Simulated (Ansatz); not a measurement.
```
Cs Sn Ag
1.0
     0.00000   -7.71506    0.00000
   -14.62300    0.00000    0.00000
     0.00000    0.00000   -6.93687
Cs Sn Ag
8 4 8
Direct
  0.66000 0.64710 0.00000
  0.16000 0.14710 0.50000
  0.84000 0.85290 0.50000
  0.34000 0.35290 0.00000
  0.34000 0.64710 0.50000
  0.84000 0.14710 0.00000
  0.66000 0.35290 0.50000
  0.16000 0.85290 0.00000
  0.00000 0.50000 0.75000
  0.50000 0.00000 0.25000
  0.50000 0.00000 0.75000
  0.00000 0.50000 0.25000
  0.67480 0.90180 0.00000
  0.17480 0.40180 0.50000
  0.82520 0.59820 0.50000
  0.32520 0.09820 0.00000
  0.32520 0.90180 0.50000
  0.82520 0.40180 0.00000
  0.67480 0.09820 0.50000
  0.17480 0.59820 0.00000
```

Space group Ibam; built by placing these elements on a known structure type; not relaxed (largest force 0.8 eV/Å); computed pressure about 4 GPa in this cell.

Computed with DFT, PAW plane waves, r2SCAN (Ansatz).

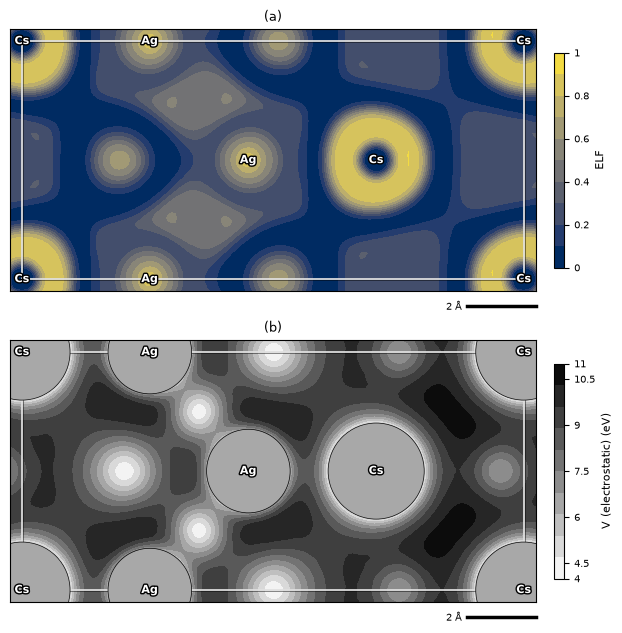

Cs₂Ag₂Sn. (a) electron localisation function; (b) electrostatic potential energy of an electron on the (100) plane of the conventional cell. Grey discs cover the atomic cores in the potential map.

What do the fields say about this system?

Answer.
- The plane passes through Cs and Ag nuclei.
- Cs–Ag (3.73 Å): the ELF is about 0.05 at the midpoint; no shared electron pair shows on this line.
- The features right at Cs and Ag lie inside the PAW spheres, where the map follows smoothed inner orbitals and isn't to be read closely.
- Outside the cores the potential energy rises away from the atoms and is highest about 2.5 Å from the nearest atoms; its zero is arbitrary.
